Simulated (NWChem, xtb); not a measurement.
How methods differ on SiNH4 (SMILES [NH][SiH3])

The species is SiNH4 (6 atoms), meant as a doublet with charge 0. SMILES: `[NH][SiH3]`. The shape is that of a PBE0-D4/def2-TZVP optimisation.

```xyz
6

N     0.5921   -0.8352    0.9095
Si   -0.2037    0.3476   -0.1100
H     0.9228   -1.6407    0.3727
H    -1.3106   -0.2823   -0.8855
H     0.7895    0.9118   -1.0689
H    -0.7481    1.4348    0.7362
```

Quantity: the mean polarisability, in bohr³. The values are calculated.

```
                            level            kind  program  value (bohr³)   CPU time
                         GFN2-xTB  semi-empirical      xtb           39.7  under 2 s
                         GFN0-xTB  semi-empirical      xtb           42.6  under 2 s
               UB3LYP/DGauss-DZVP   global hybrid   NWChem           28.4       23 s
                     UB3LYP/MIDI!   global hybrid   NWChem           27.7       17 s
                      UB3LYP/MINI   global hybrid   NWChem           21.8        7 s
UB3LYP/SBKJC-VDZ (core potential)   global hybrid   NWChem           26.3       11 s
  UB3LYP/LANL2DZ (core potential)   global hybrid   NWChem           26.9       11 s
                 UB3LYP/jorge-DZP   global hybrid   NWChem           31.9       34 s
```

The values span 21.8 to 42.6 bohr³. Without the sets that lack polarisation functions the rows with a basis span only 27.7 to 31.9 bohr³. CPU times are rough (shared hosts, several kinds of processor): they show what a rung costs within a factor of a few.

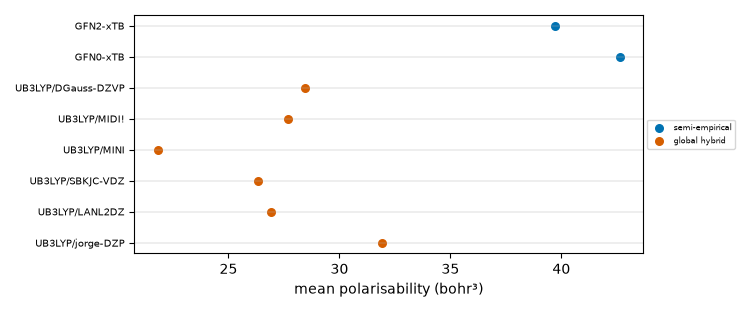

The values of the table, level by level.
